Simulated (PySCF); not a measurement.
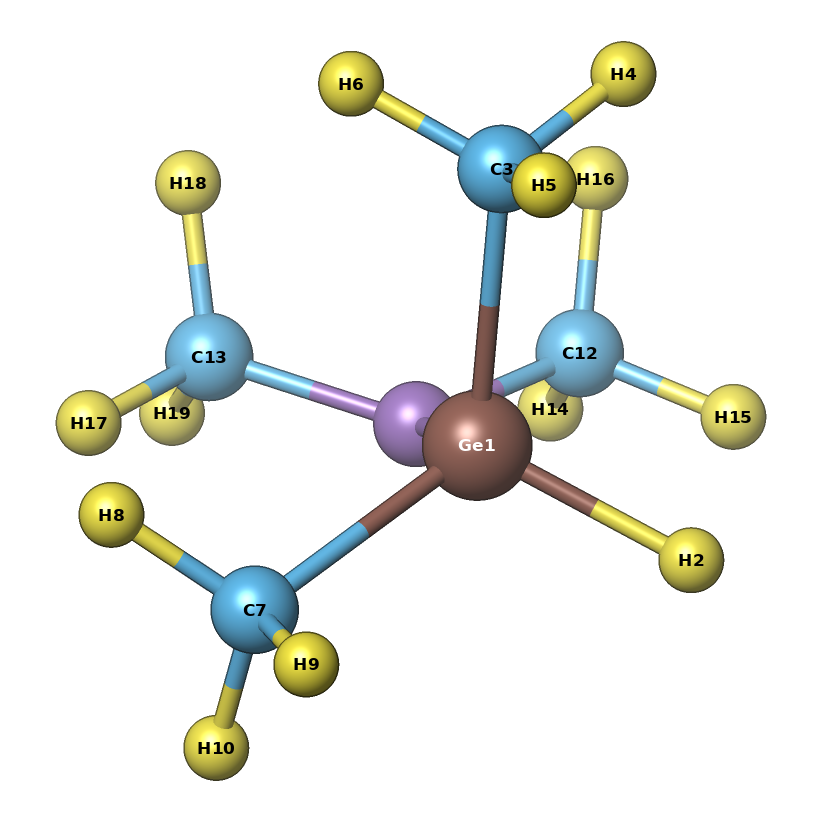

N11 lies behind Ge1. The molecule seen a little off the Ge1–N11 bond, Ge1 in front. Atoms fade into the background with distance from the viewer. The geometry was computed by an optimisation with PBE0-D3(BJ)/def2-SVP. No frequency run is at hand to confirm it as a minimum.

Question: What is the torsion angle C3–Ge1–N11–C12? The sign is positive where the front bond must turn clockwise to cover the back bond.

Answer: 72°, synclinal (gauche).
